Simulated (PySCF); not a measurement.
## Electronic structure of C4H8BNO3 (SMILES NC(=O)[C@H]1CCOBO1) in real space

```yaml
atoms:
  - { symbol: N, position_ang: [-2.4342, -0.7980, 0.4582] }
  - { symbol: C, position_ang: [-1.8628, 0.3408, 0.0359] }
  - { symbol: O, position_ang: [-2.3738, 1.4350, 0.1157] }
  - { symbol: C, position_ang: [-0.4587, 0.1498, -0.5609] }
  - { symbol: C, position_ang: [0.5497, 1.0186, 0.1982] }
  - { symbol: C, position_ang: [1.9470, 0.7446, -0.3519] }
  - { symbol: O, position_ang: [2.2349, -0.6417, -0.3602] }
  - { symbol: B, position_ang: [1.2347, -1.5373, -0.4310] }
  - { symbol: O, position_ang: [-0.0806, -1.2144, -0.5311] }
  - { symbol: H, position_ang: [-3.3621, -0.7816, 0.8458] }
  - { symbol: H, position_ang: [-1.9491, -1.6690, 0.3183] }
  - { symbol: H, position_ang: [-0.5054, 0.4784, -1.6101] }
  - { symbol: H, position_ang: [0.2810, 2.0683, 0.0961] }
  - { symbol: H, position_ang: [0.5187, 0.7429, 1.2551] }
  - { symbol: H, position_ang: [2.7119, 1.2258, 0.2664] }
  - { symbol: H, position_ang: [2.0358, 1.1228, -1.3781] }
  - { symbol: H, position_ang: [1.5059, -2.6732, -0.4098] }
```

Geometry: GFN2-xTB.

Level of theory: PySCF, PBE0/pcSseg-1, SCF density, gas phase, non-relativistic.

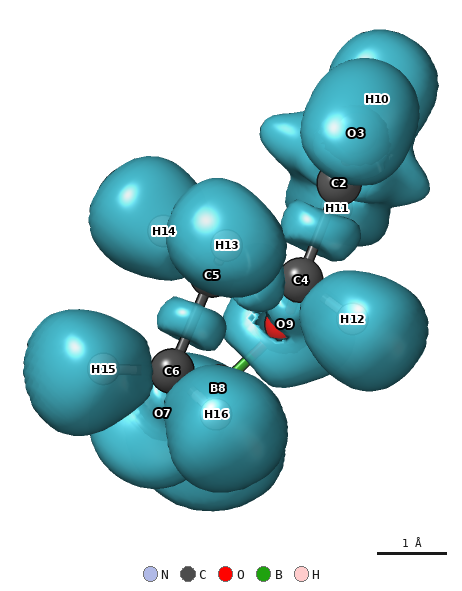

Figure 1. Isosurface of the electron localisation function at 0.75 (cyan), seen at an oblique angle. Only the valence region is drawn (cores and ρ < 0.01 e/Å³ removed).

Describe the localisation domains.

Answer. The ELF exceeds this value in three regions between bonded C–C atoms (shared pairs), six regions around hydrogen nuclei, three regions on O in which the atom's valence shell and bonds are merged and one joined region spread over several atoms (H, N), in which their bonds and any lone pairs are merged. Profiles from the grid: C–O (1.21 Å): the ELF peaks at about 0.85 between the atoms: a short, multiple covalent bond. C–N (1.34 Å): the ELF peaks at about 0.90 between the atoms; a covalent bond.

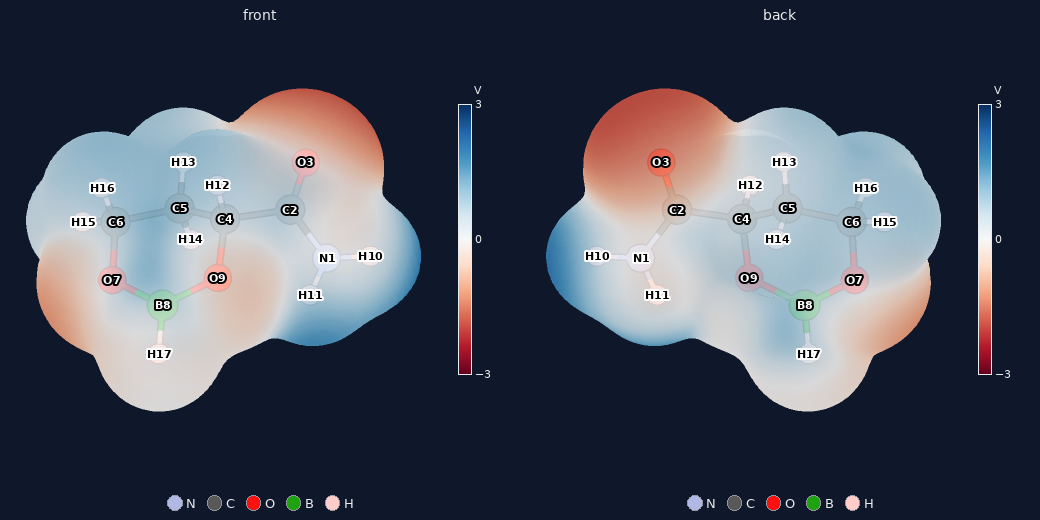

Figure 2. The electrostatic potential painted on the density surface at 0.002 e/bohr³, seen from the front and from behind; red is negative and blue positive.

Which sites attract a positive test charge, and which a negative one?

Answer. A positive charge is drawn to the negative regions and a negative charge to the positive ones. The most negative region (about −1.9 V, or −44 kcal/mol for a unit charge) lies over O3, the most positive (about +2.0 V, or +46 kcal/mol for a unit charge) over H10. O3 is the likeliest acceptor of a hydrogen bond.

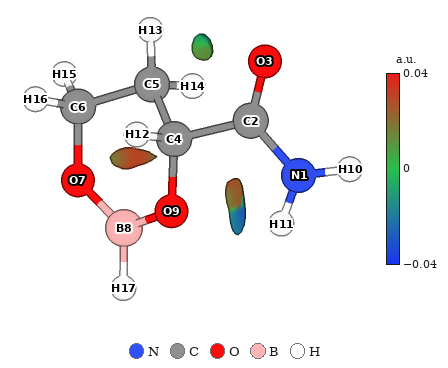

Figure 3. Non-covalent interaction (NCI) plot: the surface where the reduced density gradient is 0.5, for densities under 0.05 a.u., coloured by sign(λ₂)ρ; seen at a tilt.

Identify the weak interactions.

Answer.
- H11···O9 (2.1 Å): a hydrogen bond (blue, attractive)
- Near H13, O3 and C5: mostly steric crowding (olive to red)
- Inside the ring or cage of C4, C5, C6, O7, B8 and O9: steric crowding (red)
